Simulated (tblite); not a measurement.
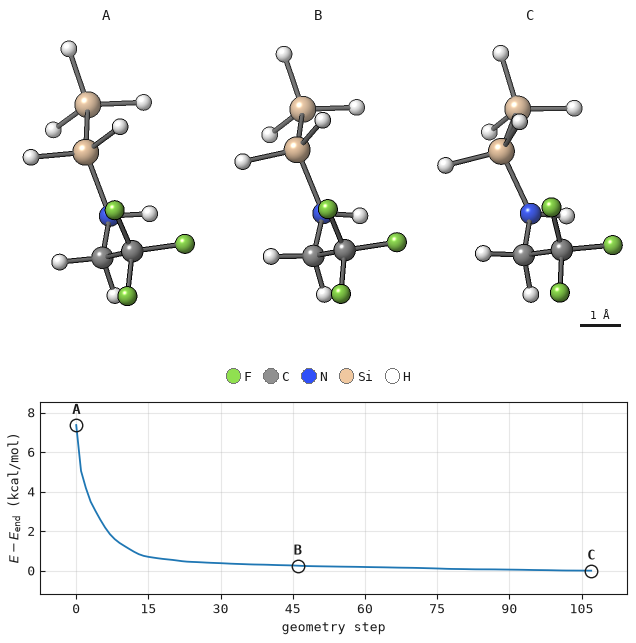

Frames of a relaxation of C₂H₈F₃NSi₂, marked on the history of the run. Style: ball-and-stick. Shown from a free direction.

The calculation used tblite, GFN2-xTB geometry optimisation, gas phase. 

### What happens along the run?

Over 107 geometry steps the energy falls by 7.37 kcal/mol. The atom that moves furthest after the best rigid fit is an H atom (0.69 Å). Largest moves by element: H 0.69 Å, F 0.35 Å, Si 0.24 Å, C 0.21 Å, N 0.13 Å. Among the contacts that change: C–N 1.491 → 1.427 Å, H–Si 1.496 → 1.464 Å, C–F 1.365 → 1.343 Å, N–Si 1.713 → 1.735 Å. Bond angles that change, for instance: Si–N–H 108.1° → 118.1°, N–Si–Si 113.9° → 105.0°, N–Si–H 104.6° → 113.5°. From step 0 to 46: an H atom moves most (0.37 Å), energy −7.11 kcal/mol. From step 46 to 107: an H atom moves most (0.37 Å), energy −0.25 kcal/mol.

| step | E − E(0), kcal/mol |
| --- | --- |
| 0 | 0.00 |
| 1 | -2.32 |
| 2 | -3.18 |
| 3 | -3.88 |
| 4 | -4.34 |
| 5 | -4.78 |
| 6 | -5.18 |
| 7 | -5.52 |
| 8 | -5.77 |
| 9 | -5.96 |
| 10 | -6.11 |
| 15 | -6.67 |
| 20 | -6.82 |
| 25 | -6.93 |
| 30 | -6.99 |
| 36 | -7.05 |
| 41 | -7.08 |
| 46 | -7.11 |
| 51 | -7.15 |
| 56 | -7.17 |
| 61 | -7.19 |
| 66 | -7.21 |
| 71 | -7.23 |
| 76 | -7.26 |
| 81 | -7.29 |
| 87 | -7.30 |
| 92 | -7.32 |
| 97 | -7.34 |
| 102 | -7.36 |
| 107 | -7.37 |
